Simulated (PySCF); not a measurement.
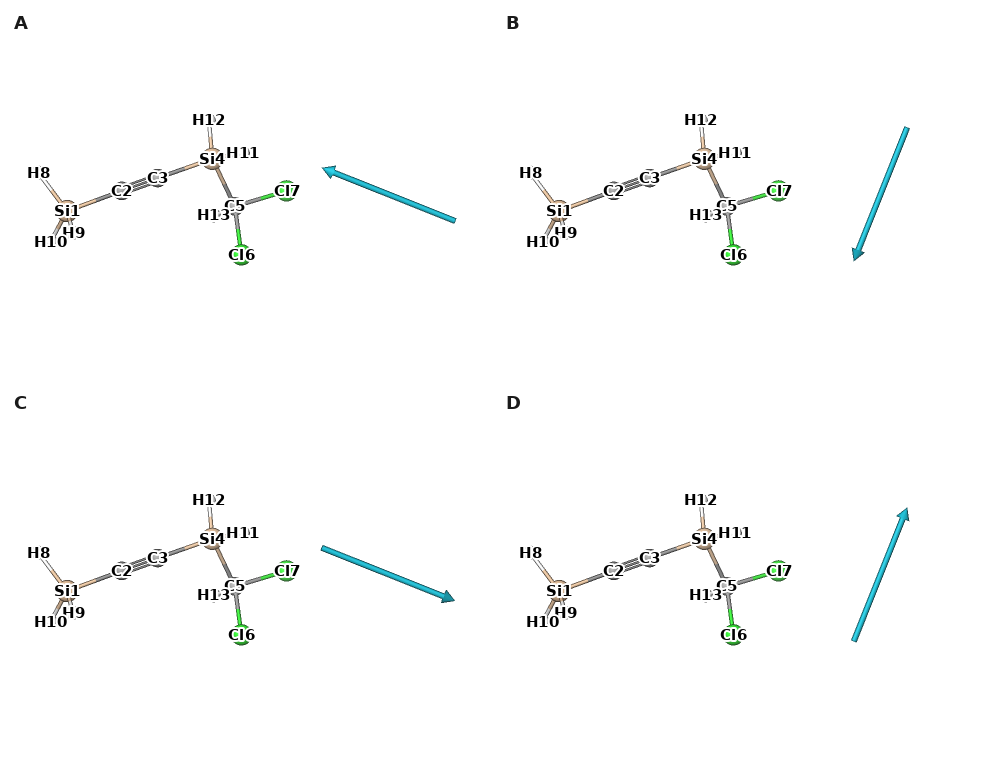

The same molecule four times, each with an arrow. Computed geometry: GFN2-xTB optimisation. No frequency run is at hand to confirm it as a minimum. Method: PBE0/pcSseg-1, gas phase (PySCF 2.14.0).

Which arrow points along the dipole moment, from the negative to the positive end?

Answer. A. The dipole moment is 2.43 D; it points from the side of Cl7 to the side of H8 (the outermost atoms at the two ends).

The geometry is semi-empirical. Around Si such bond lengths and angles can be off by a tenth of an ångström or more and by several degrees, and values that hang on the shape move with them.
